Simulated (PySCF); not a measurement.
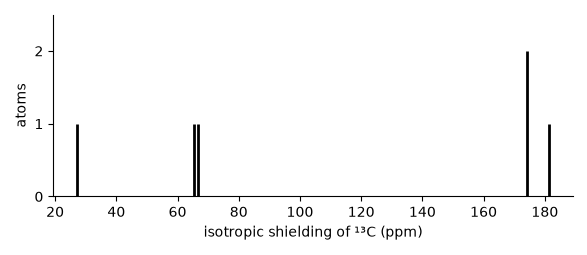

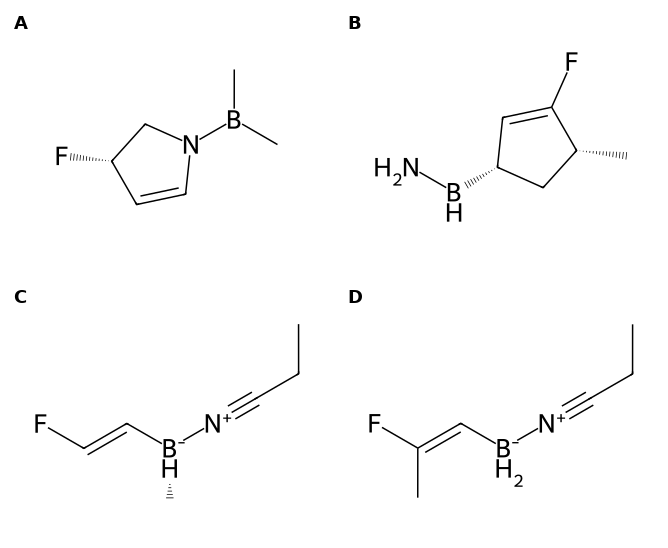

The sticks are computed shieldings of one of the molecules, for one fixed geometry (GFN2-xTB) without averaging over rotations. Low shielding means a high chemical shift. Method: GIAO PBE0/pcSseg-1 NMR shielding, non-relativistic, gas phase (PySCF 2.14.0).

### Which molecule gives this pattern?

C, `CCC#[N+][B@H-](C)/C=C/F`. Its 6 C atoms give lines at 27.1, 65.5, 66.6, 174.2 (2 atoms), 181.4 ppm.

The geometry is semi-empirical. Around B such bond lengths and angles can be off by a tenth of an ångström or more and by several degrees, and values that hang on the shape move with them.
